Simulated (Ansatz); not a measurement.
Abstraction of H: C2H3FSi + GeH3(NH) → C2H2FSi + GeH3(NH2)

Species: C2H3FSi `C#C[SiH2]F`, singlet; GeH3(NH), doublet; C2H2FSi `C#C[SiH]F`, doublet; GeH3(NH2), singlet. A radical takes H: the energy is the difference in strength between the Si–H bond broken and the N–H bond made.

Shapes, held fixed at every level: PBE0-D4/def2-TZVP. Programs: Ansatz 0.2.0. The zero-point and thermal change to 298 K, harmonic and unscaled (PBE0-D4/def2-TZVP), is +11.5 kJ/mol.

```json
{"level": "HF/def2-SVP", "kind": "Hartree–Fock", "ΔH(298 K) (kJ/mol)": "-12.9", "less CCSD(T)/def2-TZVPP": "+38.4"}
{"level": "PBE0-D4/def2-TZVPP", "kind": "global hybrid", "ΔH(298 K) (kJ/mol)": "-63.6", "less CCSD(T)/def2-TZVPP": "-12.3"}
{"level": "r2SCAN0-D4/def2-TZVPP", "kind": "global hybrid", "ΔH(298 K) (kJ/mol)": "-53.7", "less CCSD(T)/def2-TZVPP": "-2.4"}
{"level": "wB97X-V/def2-TZVPP", "kind": "range-separated hybrid", "ΔH(298 K) (kJ/mol)": "-50.1", "less CCSD(T)/def2-TZVPP": "+1.2"}
{"level": "B2PLYP/def2-TZVPP", "kind": "double hybrid", "ΔH(298 K) (kJ/mol)": "-55.5", "less CCSD(T)/def2-TZVPP": "-4.2"}
{"level": "MP2/def2-TZVPP", "kind": "perturbation theory", "ΔH(298 K) (kJ/mol)": "-62.4", "less CCSD(T)/def2-TZVPP": "-11.1"}
{"level": "CCSD(T)/def2-TZVPP", "kind": "coupled cluster or CI", "ΔH(298 K) (kJ/mol)": "-51.3", "less CCSD(T)/def2-TZVPP": "0.0"}
```

The highest level, CCSD(T)/def2-TZVPP, gives ΔH(298 K) = -51.3 kJ/mol; the levels span -63.6 to -12.9. The column of differences is taken from that level and isn't an error. No measured value is set beside it here. Spin contamination: C2H2FSi (⟨S²⟩ up to 0.82). Open shells run unrestricted unless RO is named. Relativity is left out for Ge unless named. Correlated rows may include outer-core shells of Ge, which these sets cover unevenly.

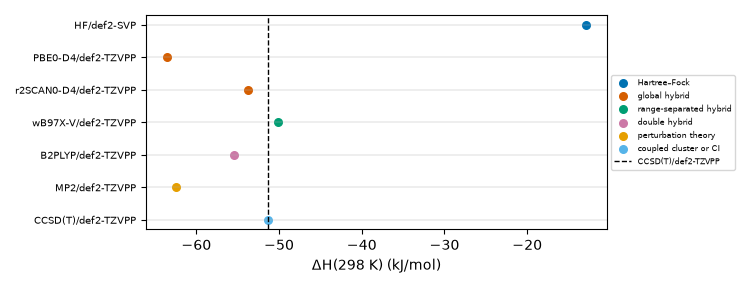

The values of the table, level by level.
